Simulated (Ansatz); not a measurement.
BH4NO

```yaml
atoms:
  - { symbol: B, position_ang: [-0.5993, 0.0505, 0.0333] }
  - { symbol: N, position_ang: [0.6257, -0.4431, 0.5092] }
  - { symbol: O, position_ang: [-0.7224, 0.8545, -1.0663] }
  - { symbol: H, position_ang: [0.1076, 1.0637, -1.5007] }
  - { symbol: H, position_ang: [-1.6086, -0.2374, 0.6093] }
  - { symbol: H, position_ang: [1.5229, -0.2564, 0.0945] }
  - { symbol: H, position_ang: [0.6741, -1.0318, 1.3208] }
```

The reactant side of a reaction path; geometry: PBE0-D4/def2-TZVP.

These are results of Ansatz 0.2.0, RKS PBE0-D4/def2-TZVPP, not measurements.

What will maps of the electron density and electron localisation function show?

Answer. B–O (1.37 Å): ρ at the midpoint is about 2.1 e/Å³; the ELF peaks at about 0.90 between the atoms, as expected for a polar covalent bond.
B–N (1.40 Å): ρ at the midpoint is about 1.9 e/Å³; the ELF peaks at about 0.90 between the atoms (a polar covalent bond).
O–H (0.96 Å): ρ is about 3.8 e/Å³ halfway; the ELF climbs to about 1 towards the hydrogen, as it does in any bond to H (an ordinary covalent bond to hydrogen).
N–H (1.00 Å): the density is about 2.9 e/Å³ at the midpoint; the ELF climbs to about 1 towards the hydrogen: an ordinary covalent bond to hydrogen.

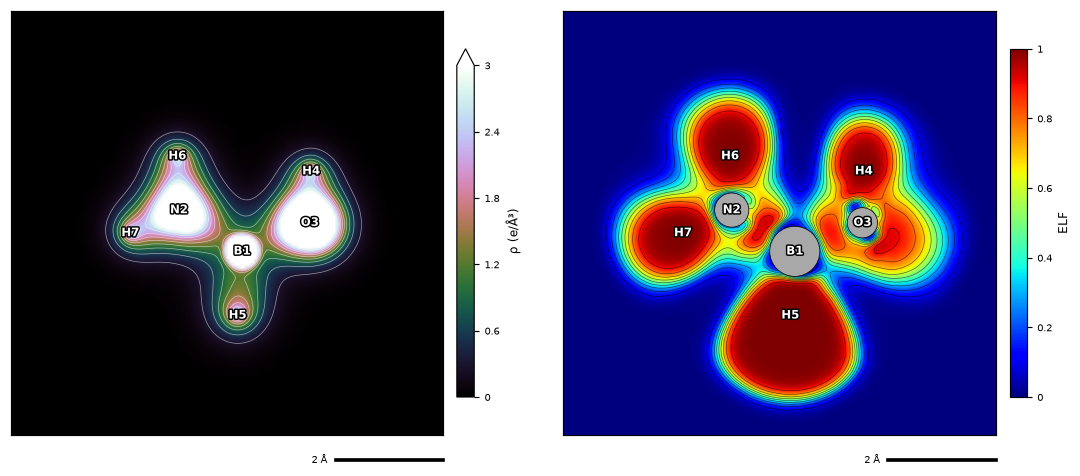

Computed electron density and electron localisation function on the molecular plane, in this order. Grey discs cover the atomic cores in the ELF map. 
